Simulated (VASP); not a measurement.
Band structure of ZrSe2 (1T layered). Level of theory: PBE GGA, VASP's PBE PAW potentials (set 64) (plane waves; VASP).

Without a dispersion term in the relaxation, distances and binding between the weakly bound layers, chains or molecules are unreliable, and so is what depends on them.

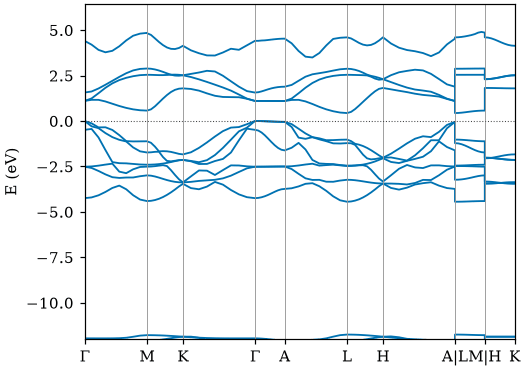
Fig. 1. Bands along high-symmetry lines, zero at the valence-band maximum or, without a gap, the Fermi level

**Question.** Read the plot: is there a gap, and where are the band edges?

**Answer.** The gap is indirect, 0.44 eV, from the valence maximum at Γ to the conduction minimum at L. (Edges off the drawn lines would not show.)

The compound is ZrSe2 in the 1T layered structure. It was relaxed first, which changed the volume by +15 %.
